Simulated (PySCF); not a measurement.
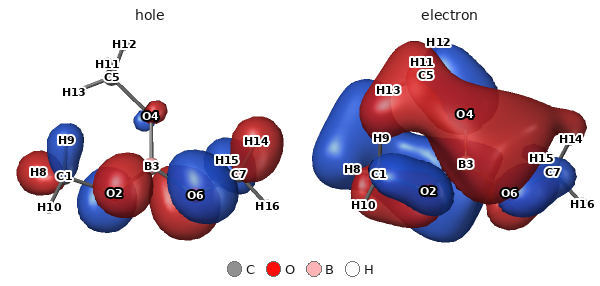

C3H9BO3, SMILES `COB(OC)OC`. Leading natural transition orbital pair of T₁ (full linear response triplet states); the surfaces enclose about 85 % of each orbital's density.

Method: BHandHLYP/def2-SVP; geometry: GFN2-xTB; program: PySCF. No frequency check shows the geometry to be a minimum. Without diffuse functions Rydberg states are missing, so the states' numbers hold for this basis only.

Geometry (Å), atoms numbered from 1:

```
C1      -2.2187   -0.9830   -0.0033
O2      -0.8299   -1.2030    0.0077
B3       0.1741   -0.2862    0.0003
O4       0.1354    1.0826   -0.0047
C5      -0.9834    1.9343    0.0022
O6       1.4098   -0.8596   -0.0032
C7       2.5842   -0.0785    0.0008
H8      -2.5475   -0.5670   -0.9603
H9      -2.5359   -0.3201    0.8057
H10     -2.6885   -1.9586    0.1350
H11     -1.5157    1.8804    0.9560
H12     -0.6039    2.9494   -0.1316
H13     -1.6758    1.7044   -0.8109
H14      2.6579    0.5059    0.9213
H15      2.5993    0.6096   -0.8477
H16      3.4242   -0.7697   -0.0660
```

Give its energy and the atoms that hole and electron lie on.

8.26 eV (150 nm), spin-forbidden from the singlet ground state; the leading pair carries 98 %; hole on O6 (46 %), O2 (24 %) and C7 (7 %), electron on B3 (42 %), O2 and O6 (11 % each) and O4 (10 %); their centroids lie 1.0 Å apart. In canonical orbitals it is mainly HOMO → LUMO+1 (80 %). The HOMO–LUMO gap is 11.30 eV.
